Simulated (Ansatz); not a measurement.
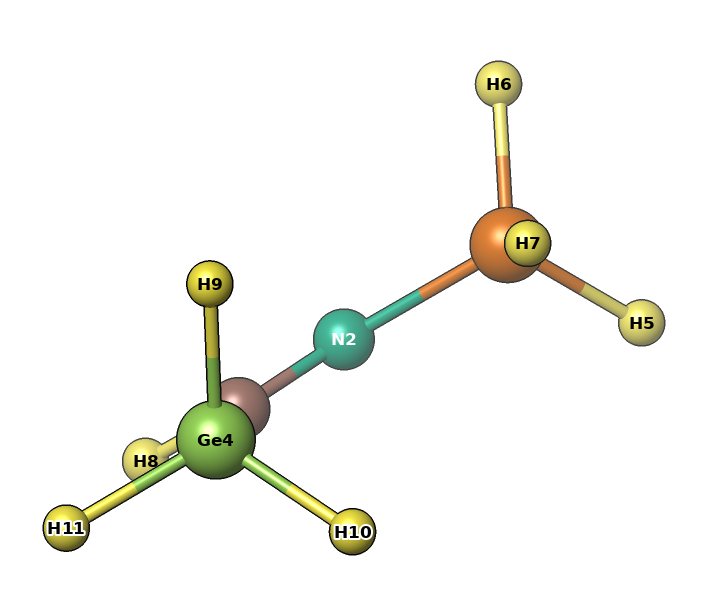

C3 lies behind Ge4. The molecule seen nearly along the Ge4–C3 bond, Ge4 in front. Atoms fade into the background with distance from the viewer. The computed structure is the end point of a PBE-D4/def2-SVP optimisation. No frequency run is at hand to confirm it as a minimum.

### What is the torsion angle H9–Ge4–C3–N2? The sign is positive where the front bond must turn clockwise to cover the back bond.

59°, synclinal (gauche).
